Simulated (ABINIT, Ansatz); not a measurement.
# A GW chain in ABINIT: MoF6 (Im-3m), part 2 of 3

How does a plane-wave GW calculation on MoF6 (Im-3m) run from the first input to the gap?

ABINIT 10.8.3; LDA and many-body steps on it, plane waves. Known limits of the many-body steps: not at the basis limit; no spin-orbit coupling; coarse k mesh.

So far. Step 2 (Ground state): The gap is indirect, with the least direct gap 0.10 eV higher.

## (3) Bands along the symmetry lines

Level of this step: DFT, LDA, plane waves, norm-conserving pseudopotentials (ABINIT).

Levels along a band path, at the cheap level, show where the edges lie and whether the meshes to come will hold them.

run.abi

```
acell 3*1.0 Angstrom
rprim 
  -3.167343216100 3.167343216100 3.167343216100
  3.167343216100 -3.167343216100 3.167343216100
  3.167343216100 3.167343216100 -3.167343216100
ntypat 2
znucl 42 9
natom 7
typat 1 2 2 2 2 2 2
xred 
  0.000000000000 0.000000000000 0.000000000000
  0.710671220000 0.710671220000 0.000000000000
  0.289328780000 0.289328780000 0.000000000000
  0.000000000000 0.289328780000 0.289328780000
  0.000000000000 0.710671220000 0.710671220000
  0.710671220000 0.000000000000 0.710671220000
  0.289328780000 0.000000000000 0.289328780000
pp_dirpath "pseudos"
pseudos "Mo.upf, F.upf"
ecut 36
iscf -2
irdden 1
kptopt 0
nkpt 26
kpt 
  0.00000000 0.00000000 0.00000000
  0.12500000 -0.12500000 0.12500000
  0.25000000 -0.25000000 0.25000000
  0.37500000 -0.37500000 0.37500000
  0.50000000 -0.50000000 0.50000000
  0.37500000 -0.37500000 0.50000000
  0.25000000 -0.25000000 0.50000000
  0.12500000 -0.12500000 0.50000000
  0.00000000 0.00000000 0.50000000
  0.00000000 0.00000000 0.37500000
  0.00000000 0.00000000 0.25000000
  0.00000000 0.00000000 0.12500000
  0.00000000 0.00000000 0.00000000
  0.06250000 0.06250000 0.06250000
  0.12500000 0.12500000 0.12500000
  0.18750000 0.18750000 0.18750000
  0.25000000 0.25000000 0.25000000
  0.31250000 0.06250000 0.31250000
  0.37500000 -0.12500000 0.37500000
  0.43750000 -0.31250000 0.43750000
  0.50000000 -0.50000000 0.50000000
  0.25000000 0.25000000 0.25000000
  0.18750000 0.18750000 0.31250000
  0.12500000 0.12500000 0.37500000
  0.06250000 0.06250000 0.43750000
  -0.00000000 0.00000000 0.50000000
istwfk *1
nband 35
nbdbuf 2
tolwfr 1e-08
nstep 40
prtwf 0
prtvol 0
indata_prefix "in"
outdata_prefix "out"
tmpdata_prefix "tmp"
```

Run with:

```sh
OMP_NUM_THREADS=1 mpirun -n 4 abinit run.abi > log
```

Numbers of over 12 decimals in the logs are rounded to 6 here.

The log of the run:

```text
.Version 10.8.3 of ABINIT. v10.8.2 released Aug 2026.

 Symmetries : space group Im -3 m (#229); Bravais cI (body-center cubic)
[... echo of the input left out ...]
== DATASET  1 ==================================================================
-   mpi_nproc: 4, omp_nthreads: 1 (-1 if OMP is not activated)

--- !DatasetInfo
iteration_state: {dtset: 1, }
dimensions: {natom: 7, nkpt: 26, mband: 35, nsppol: 1, nspinor: 1, nspden: 1, mpw: 8992, }
cutoff_energies: {ecut:  36.0, pawecutdg:  -1.0, }
electrons: {nelect:   5.60000000E+01, charge:   0.00000000E+00, occopt:   1.00000000E+00, tsmear:   1.00000000E-02, }

 Real(R)+Recip(G) space primitive vectors, cartesian coordinates (Bohr,Bohr^-1):
 R(1)= -5.9854112  5.9854112  5.9854112  G(1)=  0.0000000  0.0835364  0.0835364
 R(2)=  5.9854112 -5.9854112  5.9854112  G(2)=  0.0835364  0.0000000  0.0835364
 R(3)=  5.9854112  5.9854112 -5.9854112  G(3)=  0.0835364  0.0835364  0.0000000
 Unit cell volume ucvol=  8.5771296E+02 bohr^3
 Angles (23,13,12)=  1.09471221E+02  1.09471221E+02  1.09471221E+02 degrees

 getcut: wavevector=  0.0000  0.0000  0.0000  ngfft=  60  60  60
         ecut(hartree)=     36.000   => boxcut(ratio)=   2.14279

--- Pseudopotential description ------------------------------------------------
- Mo Generated using ONCVPSP code by D. R. Hamann
- 42.00000  14.00000  180309                  znucl, zion, pspdat
12 -1012 2 -1 1602                            pspcod,pspxc,lmax,lloc,mmax
     nproj     2     2     2
  pspatm : epsatm=   15.87300509
         --- l  ekb(1:nproj) -->
             0   13.816260    1.357626
             1    7.992037    1.133615
             2    2.734251    0.943661
 pspatm: atomic psp has been read  and splines computed

- F Generated using ONCVPSP code by D. R. Hamann
-  9.00000   7.00000  201202                  znucl, zion, pspdat
12 -1012 2 -1 824                             pspcod,pspxc,lmax,lloc,mmax
     nproj     2     2     1
  pspatm : epsatm=    4.94580260
         --- l  ekb(1:nproj) -->
[...]
2   -2.364936
 pspatm: atomic psp has been read  and splines computed

--------------------------------------------------------------------------------

================================================================================
 prteigrs : about to open file out_EIG
 Non-SCF case, kpt    1 (  0.00000  0.00000  0.00000), residuals and eigenvalues=
  7.97E-09  1.84E-09  3.16E-09  9.46E-09  5.86E-09  2.39E-09  4.47E-09  2.74E-09
  4.33E-09  4.13E-09  3.47E-09  6.13E-09  1.66E-09  6.61E-09  9.56E-09  6.15E-09
  1.77E-09  4.31E-09  7.45E-09  3.60E-09  7.90E-09  8.84E-09  1.63E-09  2.67E-09
[...]
-2.3898E+00 -1.4448E+00 -1.4448E+00 -1.4448E+00 -8.9375E-01 -8.9088E-01
 -8.9088E-01 -8.5413E-01 -8.5413E-01 -8.5413E-01 -3.1223E-01 -3.1223E-01
 -2.7915E-01 -2.7915E-01 -2.7915E-01 -2.6408E-01 -2.0365E-01 -2.0365E-01
[...]
-2.0460E-01 -2.0147E-01 -1.9015E-01 -1.8799E-01 -1.8495E-01 -1.8485E-01
 -1.7632E-01 -1.6718E-01 -1.6487E-01 -1.6419E-01 -3.4507E-03 -3.4354E-03
  1.1666E-03  1.6768E-01  1.8373E-01  2.4701E-01  2.5056E-01

--- !ResultsGS
iteration_state: {dtset: 1, }
comment   : Summary of ground state results
lattice_vectors:
- [ -5.9854112,   5.9854112,   5.9854112, ]
- [  5.9854112,  -5.9854112,   5.9854112, ]
- [  5.9854112,   5.9854112,  -5.9854112, ]
lattice_lengths: [  10.36704,   10.36704,   10.36704, ]
lattice_angles: [109.471, 109.471, 109.471, ] # degrees, (23, 13, 12)
lattice_volume:   8.5771296E+02
convergence: {deltae:  0.000E+00, res2:  0.000E+00, residm:  9.976E-09, diffor:  0.000E+00, }
etotal    :  -2.17938630E+02
entropy   :   0.00000000E+00
fermie    :  -1.61239442E-01
cartesian_stress_tensor: null
pressure_GPa: null
xred      :
- [  0.0000E+00,   0.0000E+00,   0.0000E+00, Mo]
- [  7.1067E-01,   7.1067E-01,   1.6364E-17,  F]
- [  2.8933E-01,   2.8933E-01,   6.6623E-18,  F]
- [  6.6623E-18,   2.8933E-01,   2.8933E-01,  F]
- [  1.6364E-17,   7.1067E-01,   7.1067E-01,  F]
- [  7.1067E-01,   1.6364E-17,   7.1067E-01,  F]
- [  2.8933E-01,   6.6623E-18,   2.8933E-01,  F]
cartesian_forces: null
force_length_stats: {min: null, max: null, mean: null, }

 Integrated electronic density in atomic spheres:
 ------------------------------------------------
 Atom  Sphere_radius  Integrated_density
[...]
================================================================================

 ----iterations are completed or convergence reached----

 Mean square residual over all n,k,spin=   49.644E-10; max=  99.757E-10
 reduced coordinates (array xred) for    7 atoms
[...]
cartesian coordinates (angstrom) at end:
    1      0.000000     0.000000     0.000000
    2     -0.000000     0.000000     4.501879
    3      0.000000    -0.000000     1.832807
    4      1.832807    -0.000000     0.000000
    5      4.501879     0.000000    -0.000000
    6     -0.000000     4.501879     0.000000
    7     -0.000000     1.832807     0.000000
 length scales=  1.889726125908  1.889726125908  1.889726125908 bohr
              =  1.000000000000  1.000000000000  1.000000000000 angstroms
 prteigrs : about to open file out_EIG
 Eigenvalues (hartree) for nkpt=  26  k points:
 kpt#   1, nband= 35, wtk=  1.00000, kpt=  0.0000  0.0000  0.0000 (reduced coord)
[...]
kpt#   2, nband= 35, wtk=  1.00000, kpt=  0.1250 -0.1250  0.1250 (reduced coord)
[...]
kpt#   3, nband= 35, wtk=  1.00000, kpt=  0.2500 -0.2500  0.2500 (reduced coord)
[...]
kpt#  25, nband= 35, wtk=  1.00000, kpt=  0.0625  0.0625  0.4375 (reduced coord)
[...]
0.18373    0.24859    0.25256
 kpt#  26, nband= 35, wtk=  1.00000, kpt=  0.0000  0.0000  0.5000 (reduced coord)
[...]
-0.21826   -0.21815   -0.20460   -0.20147   -0.19015   -0.18799   -0.18495   -0.18485
  -0.17632   -0.16718   -0.16487   -0.16419   -0.00345   -0.00344    0.00117    0.16768
   0.18373    0.24701    0.25056

== END DATASET(S) ==============================================================
================================================================================

 -outvars: echo values of variables after computation  --------
            nband          35
             nkpt          26
          spgroup         229
 [... the other variables as echoed above ...]

 Calculation completed.
```

The job ended after 49 s (4 MPI ranks of Arm Neoverse V2, shared host; peak memory 0.45 GiB).

This step gave:

```
gap                        : 4.272 eV
k of the valence top       : 0, 0, 0
k of the conduction bottom : 0.3125, 0.0625, 0.3125
least direct gap           : 4.374 eV
```

The gap is 4.272 eV, −0.005 eV from the run before at this level.

Electronic bands along the path, in eV, zero at the top of the highest filled band:

| point | band 25 | band 26 | band 27 | band 28 | band 29 | band 30 | band 31 | band 32 |
| --- | --- | --- | --- | --- | --- | --- | --- | --- |
| Γ | -0.39 | 0.00 | 0.00 | 0.00 | 4.41 | 4.41 | 4.41 | 8.86 |
| H | -0.47 | -0.04 | -0.04 | -0.04 | 4.41 | 4.41 | 4.41 | 8.67 |
| N | -0.41 | -0.16 | -0.10 | -0.08 | 4.29 | 4.29 | 4.42 | 8.95 |
| Γ | -0.39 | 0.00 | 0.00 | 0.00 | 4.41 | 4.41 | 4.41 | 8.86 |
| P | -0.65 | -0.15 | -0.15 | -0.15 | 4.30 | 4.30 | 4.30 | 9.39 |
| H | -0.47 | -0.04 | -0.04 | -0.04 | 4.41 | 4.41 | 4.41 | 8.67 |
| jump to P | -0.65 | -0.15 | -0.15 | -0.15 | 4.30 | 4.30 | 4.30 | 9.39 |
| N | -0.41 | -0.16 | -0.10 | -0.08 | 4.29 | 4.29 | 4.42 | 8.95 |

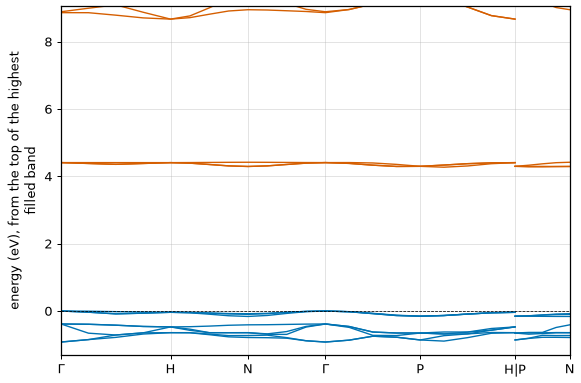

Electronic bands along the path; lines of filled and empty bands in two colours.

## (4) Empty states on the mesh, 2×2×2 mesh, 98 bands

The sums over transitions need many empty states on a uniform mesh; this step solves for them.

run.abi

```
acell 3*1.0 Angstrom
rprim 
  -3.167343216100 3.167343216100 3.167343216100
  3.167343216100 -3.167343216100 3.167343216100
  3.167343216100 3.167343216100 -3.167343216100
ntypat 2
znucl 42 9
natom 7
typat 1 2 2 2 2 2 2
xred 
  0.000000000000 0.000000000000 0.000000000000
  0.710671220000 0.710671220000 0.000000000000
  0.289328780000 0.289328780000 0.000000000000
  0.000000000000 0.289328780000 0.289328780000
  0.000000000000 0.710671220000 0.710671220000
  0.710671220000 0.000000000000 0.710671220000
  0.289328780000 0.000000000000 0.289328780000
pp_dirpath "pseudos"
pseudos "Mo.upf, F.upf"
ecut 36
ngkpt 2 2 2
nshiftk 1
shiftk 0 0 0
kptopt 1
chksymbreak 0
iscf -2
irdden 1
istwfk *1
nband 98
nbdbuf 8
tolwfr 1e-09
nstep 60
prtvol 0
indata_prefix "in"
outdata_prefix "out"
tmpdata_prefix "tmp"
```

The log of the run:

```text
.Version 10.8.3 of ABINIT. v10.8.2 released Aug 2026.

 Symmetries : space group Im -3 m (#229); Bravais cI (body-center cubic)
[... echo of the input left out ...]
== DATASET  1 ==================================================================
-   mpi_nproc: 4, omp_nthreads: 1 (-1 if OMP is not activated)
-    --> not optimal distribution: autoparal keyword recommended in input file <--

--- !DatasetInfo
iteration_state: {dtset: 1, }
dimensions: {natom: 7, nkpt: 3, mband: 98, nsppol: 1, nspinor: 1, nspden: 1, mpw: 8992, }
cutoff_energies: {ecut:  36.0, pawecutdg:  -1.0, }
electrons: {nelect:   5.60000000E+01, charge:   0.00000000E+00, occopt:   1.00000000E+00, tsmear:   1.00000000E-02, }

 Real(R)+Recip(G) space primitive vectors, cartesian coordinates (Bohr,Bohr^-1):
 R(1)= -5.9854112  5.9854112  5.9854112  G(1)=  0.0000000  0.0835364  0.0835364
 R(2)=  5.9854112 -5.9854112  5.9854112  G(2)=  0.0835364  0.0000000  0.0835364
 R(3)=  5.9854112  5.9854112 -5.9854112  G(3)=  0.0835364  0.0835364  0.0000000
 Unit cell volume ucvol=  8.5771296E+02 bohr^3
 Angles (23,13,12)=  1.09471221E+02  1.09471221E+02  1.09471221E+02 degrees

 getcut: wavevector=  0.0000  0.0000  0.0000  ngfft=  60  60  60
         ecut(hartree)=     36.000   => boxcut(ratio)=   2.14279

--- Pseudopotential description ------------------------------------------------
- Mo Generated using ONCVPSP code by D. R. Hamann
- 42.00000  14.00000  180309                  znucl, zion, pspdat
12 -1012 2 -1 1602                            pspcod,pspxc,lmax,lloc,mmax
     nproj     2     2     2
  pspatm : epsatm=   15.87300509
         --- l  ekb(1:nproj) -->
             0   13.816260    1.357626
             1    7.992037    1.133615
             2    2.734251    0.943661
 pspatm: atomic psp has been read  and splines computed

- F Generated using ONCVPSP code by D. R. Hamann
-  9.00000   7.00000  201202                  znucl, zion, pspdat
12 -1012 2 -1 824                             pspcod,pspxc,lmax,lloc,mmax
     nproj     2     2     1
  pspatm : epsatm=    4.94580260
         --- l  ekb(1:nproj) -->
[...]
2   -2.364936
 pspatm: atomic psp has been read  and splines computed

--------------------------------------------------------------------------------

================================================================================
 prteigrs : about to open file out_EIG
 Non-SCF case, kpt    1 (  0.00000  0.00000  0.00000), residuals and eigenvalues=
  3.79E-10  2.28E-10  4.77E-10  7.63E-10  9.13E-11  1.68E-10  8.56E-10  1.50E-10
  2.60E-10  9.01E-10  1.73E-10  4.82E-10  2.82E-10  5.86E-10  8.20E-10  6.16E-10
  2.17E-10  4.25E-10  8.24E-10  4.68E-10  6.01E-10  8.13E-10  1.75E-10  4.48E-10
[...]
1.07E-05  3.34E-04
 -2.3898E+00 -1.4448E+00 -1.4448E+00 -1.4448E+00 -8.9375E-01 -8.9088E-01
 -8.9088E-01 -8.5413E-01 -8.5413E-01 -8.5413E-01 -3.1223E-01 -3.1223E-01
 -2.7915E-01 -2.7915E-01 -2.7915E-01 -2.6408E-01 -2.0365E-01 -2.0365E-01
[...]
1.2639E+00  1.2639E+00  1.2735E+00  1.2901E+00  1.2901E+00  1.2901E+00
  1.2901E+00  1.2901E+00  1.2922E+00  1.3610E+00  1.3610E+00  1.3612E+00
  1.3902E+00  1.3916E+00
 prteigrs : prtvol=0 or 1, do not print more k-points.

--- !ResultsGS
iteration_state: {dtset: 1, }
comment   : Summary of ground state results
lattice_vectors:
- [ -5.9854112,   5.9854112,   5.9854112, ]
- [  5.9854112,  -5.9854112,   5.9854112, ]
- [  5.9854112,   5.9854112,  -5.9854112, ]
lattice_lengths: [  10.36704,   10.36704,   10.36704, ]
lattice_angles: [109.471, 109.471, 109.471, ] # degrees, (23, 13, 12)
lattice_volume:   8.5771296E+02
convergence: {deltae:  0.000E+00, res2:  0.000E+00, residm:  9.816E-10, diffor:  0.000E+00, }
etotal    :  -2.17938630E+02
entropy   :   0.00000000E+00
fermie    :  -1.61239442E-01
cartesian_stress_tensor: null
pressure_GPa: null
xred      :
- [  0.0000E+00,   0.0000E+00,   0.0000E+00, Mo]
- [  7.1067E-01,   7.1067E-01,   1.6364E-17,  F]
- [  2.8933E-01,   2.8933E-01,   6.6623E-18,  F]
- [  6.6623E-18,   2.8933E-01,   2.8933E-01,  F]
- [  1.6364E-17,   7.1067E-01,   7.1067E-01,  F]
- [  7.1067E-01,   1.6364E-17,   7.1067E-01,  F]
- [  2.8933E-01,   6.6623E-18,   2.8933E-01,  F]
cartesian_forces: null
force_length_stats: {min: null, max: null, mean: null, }

 Integrated electronic density in atomic spheres:
 ------------------------------------------------
 Atom  Sphere_radius  Integrated_density
[...]
================================================================================

 ----iterations are completed or convergence reached----

 Mean square residual over all n,k,spin=   44.732E-11; max=  98.161E-11
 reduced coordinates (array xred) for    7 atoms
[...]
0.710671220000      0.000000000000      0.710671220000
       0.289328780000      0.000000000000      0.289328780000

 cartesian coordinates (angstrom) at end:
    1      0.000000     0.000000     0.000000
    2     -0.000000     0.000000     4.501879
    3      0.000000    -0.000000     1.832807
    4      1.832807    -0.000000     0.000000
    5      4.501879     0.000000    -0.000000
    6     -0.000000     4.501879     0.000000
    7     -0.000000     1.832807     0.000000
 length scales=  1.889726125908  1.889726125908  1.889726125908 bohr
              =  1.000000000000  1.000000000000  1.000000000000 angstroms
 prteigrs : about to open file out_EIG
 Eigenvalues (hartree) for nkpt=   3  k points:
 kpt#   1, nband= 98, wtk=  0.12500, kpt=  0.0000  0.0000  0.0000 (reduced coord)
[...]
1.11544    1.12623    1.25597    1.26388    1.26388    1.26388    1.27348    1.29011
   1.29011    1.29011    1.29015    1.29015    1.29223    1.36104    1.36105    1.36119
   1.39020    1.39160
 prteigrs : prtvol=0 or 1, do not print more k-points.

== END DATASET(S) ==============================================================
================================================================================

 -outvars: echo values of variables after computation  --------
            nband          98
             nkpt           3
          spgroup         229
 [... the other variables as echoed above ...]

 Calculation completed.
```

The job ended after 27 s (4 MPI ranks; peak memory 0.38 GiB; 1.8 min of CPU time).

Numbers from this step:

| Property | Result |
| --- | --- |
| gap | 4.294 eV |
| k of the valence top | 0, 0, 0 |
| k of the conduction bottom | 0.5, 0, 0 |
| least direct gap | 4.374 eV |
| k points computed | 3 |
| lowest point of the top converged band, above the valence top | 39.40 eV |

On this mesh the gap is 4.294 eV.

## (5) Screening, 2×2×2 mesh, 90 bands, screening to 98 eV

The RPA dielectric matrix is built and inverted for each q.

This step: RPA screening on LDA, plane waves, norm-conserving pseudopotentials.

run.abi: that of step 4 with these lines changed.

```diff
@@ -25,10 +25,11 @@
 chksymbreak 0
-iscf -2
-irdden 1
 istwfk *1
-nband 98
-nbdbuf 8
-tolwfr 1e-09
-nstep 60
-prtvol 0
+occopt 1
+irdwfk 1
+optdriver 3
+nband 90
+ecuteps 3.6
+inclvkb 2
+awtr 1
+symchi 1
 indata_prefix "in"
```

The log of the run:

```text
.Version 10.8.3 of ABINIT. v10.8.2 released Aug 2026.

 Symmetries : space group Im -3 m (#229); Bravais cI (body-center cubic)
[... echo of the input left out ...]
== DATASET  1 ==================================================================
-   mpi_nproc: 4, omp_nthreads: 1 (-1 if OMP is not activated)

--- !DatasetInfo
iteration_state: {dtset: 1, }
dimensions: {natom: 7, nkpt: 3, mband: 90, nsppol: 1, nspinor: 1, nspden: 1, mpw: 8992, }
cutoff_energies: {ecut:  36.0, pawecutdg:  -1.0, }
electrons: {nelect:   5.60000000E+01, charge:   0.00000000E+00, occopt:   1.00000000E+00, tsmear:   1.00000000E-02, }

 SCREENING: Calculation of the susceptibility and dielectric matrices

 Based on a program developped by R.W. Godby, V. Olevano, G. Onida, and L. Reining.
 Incorporated in ABINIT by V. Olevano, G.-M. Rignanese, and M. Torrent.
.Using double precision arithmetic ; gwpc =  8

[... cell and pseudopotentials left out ...]
--------------------------------------------------------------------------------

 ==== K-mesh for the wavefunctions ====
 Number of points in the irreducible wedge :     3
[... list of points left out ...]
 Together with 48 symmetry operations and time-reversal symmetry
 yields     8 points in the full Brillouin Zone.

 ==== Q-mesh for the screening function ====
 Number of points in the irreducible wedge :     3
[... list of points left out ...]
 Together with 48 symmetry operations and time-reversal symmetry
 yields     8 points in the full Brillouin Zone.

 setmesh: FFT mesh size selected  =    32x   32x   32
          total number of points  =        32768

 vcoul_init : cutoff-mode = AUXILIARY_FUNCTION
 q-points for optical limit:   1
     1)      0.000010    0.000020    0.000030

- screening: taking advantage of time-reversal symmetry
- Maximum band index for partially occupied states nbvw = 28
- Remaining bands to be divided among processors   nbcw = 62
- Number of bands treated by each node ~15

 Number of electrons calculated from density =   56.0000; Expected =   56.0000
 average of density, n =  0.065290
 r_s =    1.5406
 omega_plasma =   24.6478 [eV]

 calculating chi0 at frequencies [eV] :
  1    0.000000E+00    0.000000E+00
  2    0.000000E+00    2.464783E+01

--------------------------------------------------------------------------------
  q-point number  1        q = ( 0.000000, 0.000000, 0.000000) [r.l.u.]
--------------------------------------------------------------------------------
[... chi0 elements left out ...]
 For q-point:  0.000010 0.000020 0.000030
  dielectric constant =   1.9673
  dielectric constant without local fields =   2.8597

  Average fulfillment of the sum rule on Im[epsilon] for q-point    1 :     32.51  [%]
[... wings left out ...]
  q-point number  2        q = ( 0.500000, 0.000000, 0.000000) [r.l.u.]
--------------------------------------------------------------------------------
[... chi0 elements left out ...]
  Average fulfillment of the sum rule on Im[epsilon] for q-point    2 :     38.65  [%]

 [... 1 further q-points ...]
```

Elapsed: 14 s, on 4 MPI ranks; peak memory 1 GiB; 55 s of CPU time.

This step gave:

| Quantity | Value |
| --- | --- |
| ε∞ with local fields, on this mesh, along the program's q direction | 1.967 |
| the same without local fields | 2.860 |
| plasma frequency | 24.65 eV |
| plane waves in the screening matrix | 321 |

Local fields lower ε∞ by 31 %. On a Γ-centred mesh this coarse the value itself is usually too large, while a short band sum pulls it down.

[end of part 2 of 3]

[Paths, hosts, dates, memory and timing lines, banners, echoed tables and standing remarks are left out of the program output.]

[Logs are printed without paths, hosts, clocks, repeated set-up lines and the standing remarks that a program may print on its own settings, such as how far it seeks lower states.]

[Runs of the session that timed out or met a known fault of the program may be left out.]

[Hosts, paths, dates, database ids (printed as entryN), source tags and the programs' standing remarks are cut or masked in the printed files.]

[G0W0 gaps are taken among the corrected bands and points alone; a level outside them can change the order at an edge.]

[Where Ansatz stands beside ABINIT at settings called matched, ABINIT's density can come from a denser mesh and the files from another edition; pairs whose starting gaps differed by over 0.03 eV were left out, so agreement reads better than it is.]
